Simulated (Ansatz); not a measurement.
# AlH2O2 (SMILES [OH][Al][OH]): levels of theory compared

We compute a comparison of 6 runs (UB2PLYP/STO-3G, UBHLYP/STO-3G, UHSE06/STO-3G, UPBE/STO-3G, UPBE0/STO-3G, UBCCD(T)/STO-3G) of AlH2O2. 

The results are computed with Ansatz 0.2.0.

52 further runs of the same task are left out: 3 that didn't finish, 49 set aside as unsound or not needed.

## Step 1: Starting point

AlH2O2 has 5 atoms, charge 0, and is taken as a doublet. SMILES: `[OH][Al][OH]`. The H5–O3 distance was set to 2.391 Å, away from the relaxed value. At this shape a bond of the SMILES string is far longer than usual.

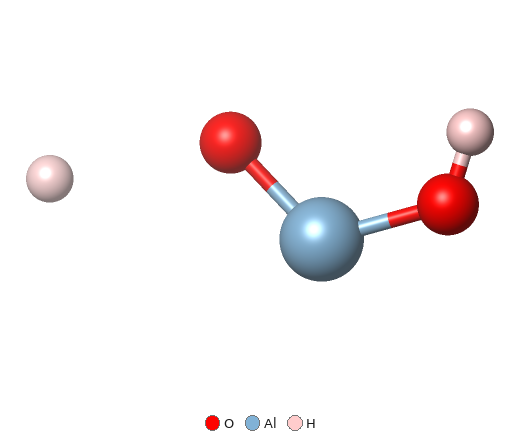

Viewed from a chosen angle; oxygen red, aluminium light blue, hydrogen pink.

## Step 2: A single-point energy at UB2PLYP/STO-3G (run 1)

molecule.yaml reads:

```yaml
crystal:
  periodic: [false, false, false]
  atoms:
    - symbol: O
      position_ang: [-2.947025, 0.000144, -0.493095]
    - symbol: Al
      position_ang: [-1.355025, -0.500356, -0.190595]
    - symbol: O
      position_ang: [-0.124125, 0.673044, -0.095595]
    - symbol: H
      position_ang: [-3.183225, 0.920544, -0.614795]
    - symbol: H
      position_ang: [2.165100, 0.131800, 0.330400]
basis:
  gaussian: {orbitals: STO-3G}
hamiltonian: {xc: {name: B2PLYP}}
correlation: {frozen_orbitals: {Al: 5, H: 0, O: 1}}
accuracy: high
magnetization: {spin_polarized: true, initial_magnetization: 1}
```

The run is started by

```console
$ ansatz run molecule.yaml --threads 1 --pin off --max-ram 2610MiB --events-out events.jsonl --progress --plain --runs-dir runs
```

The program printed:

```text
Warning: RAYON_NUM_THREADS=1 ignored (pool sized by the plan → 1); use --threads N
Functional definition: B2PLYP
  name "B2PLYP"
  parameter a = 0.53
  parameter c = 0.27
  exchange = (1 - a)*b88_x + a*exact_x
  correlation = (1 - c)*lyp_c + c*(mp2_os + mp2_ss)
376 factors; integrals over basis functions are off by at most 3.9e-8 eV
mean field evaluation 1: about -10560.8095 eV, gradient 3.0e1 eV
mean field evaluation 2: about -10560.8191 eV, gradient 3.0e1 eV
mean field evaluation 4: about -10569.7103 eV, gradient 1.0e1 eV
mean field evaluation 8: about -10570.6746 eV, gradient 1.3e0 eV
mean field evaluation 16: about -10571.4471 eV, gradient 2.0e-2 eV
mean field evaluation 32: about -10571.2516 eV, gradient 1.2e-1 eV
mean field evaluation 64: about -10571.2516 eV, gradient 6.8e-2 eV
mean field evaluation 96: about -10571.4807 eV, gradient 2.1e-1 eV
mean field evaluation 128: about -10558.5929 eV, gradient 1.8e1 eV
mean field -10571.48102927 eV, -388.4947622184 hartree, gradient 5.5e-8 eV, S^2 1.584785; 10 other end points of the search recorded, 0 dependent functions left out
7 core orbitals not correlated: weight in the atoms' cores, before any rotation towards them, 1.000 or more for the frozen orbitals, at most 0.000 for the correlated occupied ones
reference -10571.48104831 eV, -388.4947629184 hartree; 9, 8 occupied and 5, 6 virtual orbitals, 376 factors
second order -3.02385248 eV of doubles, -0.00000000 eV of singles
Total energy: -10572.29748848 eV, -388.5247665412 hartree
```

It took 9.6 s on 1 thread of Arm Neoverse V1, shared host; peak memory 0.14 GiB.

## Step 3: The energy at UBHLYP/STO-3G (run 2)

job.yaml reads:

```yaml
basis:
  gaussian:
    orbitals: STO-3G
crystal:
  periodic: [false, false, false]
  atoms:
    - symbol: O
      position_ang: [-2.947025, 0.000144, -0.493095]
    - symbol: Al
      position_ang: [-1.355025, -0.500356, -0.190595]
    - symbol: O
      position_ang: [-0.124125, 0.673044, -0.095595]
    - symbol: H
      position_ang: [-3.183225, 0.920544, -0.614795]
    - symbol: H
      position_ang: [2.165100, 0.131800, 0.330400]
magnetization:
  spin_polarized: true
  initial_magnetization: 1
accuracy: high
hamiltonian:
  xc: {name: BHLYP}
```

The run is started by

```console
$ ansatz run job.yaml --threads 1 --pin off --max-ram 2610MiB --events-out events.jsonl --progress --plain --runs-dir runs
```

The program printed:

```text
Warning: RAYON_NUM_THREADS=1 ignored (pool sized by the plan → 1); use --threads N
Functional definition: BHLYP
  name "BHLYP"
  parameter a = 0.5
  exchange = (1 - a)*b88_x + a*exact_x
  correlation = lyp_c
376 factors; integrals over basis functions are off by at most 3.9e-8 eV
mean field evaluation 1: about -10569.0545 eV, gradient 3.1e1 eV
mean field evaluation 2: about -10492.1874 eV, gradient 1.1e2 eV
mean field evaluation 4: about -10578.4341 eV, gradient 8.3e0 eV
mean field evaluation 8: about -10578.8768 eV, gradient 3.6e-1 eV
mean field evaluation 16: about -10579.6494 eV, gradient 2.0e-4 eV
mean field evaluation 32: about -10579.4220 eV, gradient 1.9e-2 eV
mean field evaluation 64: about -10579.4221 eV, gradient 8.1e-3 eV
mean field evaluation 96: about -10579.6799 eV, gradient 1.3e-8 eV
mean field -10579.67987417 eV, -388.7960642110 hartree, gradient 1.9e-8 eV, S^2 1.555857; 10 other end points of the search recorded, 0 dependent functions left out
reference -10579.67989446 eV, -388.7960649567 hartree; 16, 15 occupied and 5, 6 virtual orbitals, 376 factors
Total energy: -10579.67989446 eV, -388.7960649567 hartree
```

It took 8.4 s on 1 thread of Arm Neoverse V1, shared host; peak memory 0.13 GiB.

Runs 3 to 5 aren't shown in full; the table further down has their settings and results.

## Step 4: The energy at UBCCD(T)/STO-3G (run 6)

job.yaml: that of step 3 with these lines changed.

```diff
@@ -1,4 +1 @@
-basis:
-  gaussian:
-    orbitals: STO-3G
 crystal:
@@ -16,7 +13,7 @@
       position_ang: [2.165100, 0.131800, 0.330400]
-magnetization:
-  spin_polarized: true
-  initial_magnetization: 1
+basis:
+  gaussian: {orbitals: STO-3G}
+magnetization: {spin_polarized: true, initial_magnetization: 1}
+correlation: {method: bccd_t, frozen_orbitals: {Al: 5, H: 0, O: 1}}
 accuracy: high
-hamiltonian:
-  xc: {name: BHLYP}
+scf: {omitted_lower_state_checks: [cluster_reference, increment]}
```

The run is started by

```console
$ ansatz run job.yaml --threads 1 --pin off --max-ram 2610MiB --events-out events.jsonl --progress --plain --runs-dir runs
```

The program printed:

```text
Warning: RAYON_NUM_THREADS=1 ignored (pool sized by the plan → 1); use --threads N
[... 18 lines left out ...]
7 core orbitals not correlated: weight in the atoms' cores, before any rotation towards them, 1.000 or more for the frozen orbitals, at most 0.000 for the correlated occupied ones
[... 83 lines left out ...]
Total energy: -10553.36653643 eV, -387.8290668850 hartree
Checks for a lower state left out: cluster_reference, increment
```

Wall time 1.5 s (1 thread of Arm Neoverse V1, shared host).

## Step 5: The series

```csv
run,level,frozen core orbitals,energy (Eh),⟨S²⟩,wall time
1,UB2PLYP/STO-3G,7,-388.524767,1.585,9.6 s
2,UBHLYP/STO-3G,–,-388.796065,1.556,8.4 s
3,UHSE06/STO-3G,–,-388.585927,1.416,11 s
4,UPBE/STO-3G,–,-388.547277,1.088,7.5 s
5,UPBE0/STO-3G,–,-388.597254,1.422,9 s
6,UBCCD(T)/STO-3G,7,-387.829067,1.680,1.5 s
```

## Step 6: Summary of results

```
                                          quantity          value
                               run 6: total energy  -387.82907 Eh
run 6: correlation energy (7 core orbitals frozen)     -106.5 mEh
                             run 6: (T) correction     -12.91 mEh
          run 6: ⟨S²⟩ of the reference determinant          1.680
```

Totals of different functionals can't be ranked against each other. In runs 1, 2, 3, 4, 5, 6 the basis is minimal, so the values are rough. Spin contamination of the reference: run 6 ⟨S²⟩ = 1.68, run 1 ⟨S²⟩ = 1.58, run 2 ⟨S²⟩ = 1.56, run 5 ⟨S²⟩ = 1.42, run 3 ⟨S²⟩ = 1.42, run 4 ⟨S²⟩ = 1.09. Where it is this large, the reference is a mixture of spin states, and values that rest on it are in doubt. All runs together took 47 s, the longest 11 s.
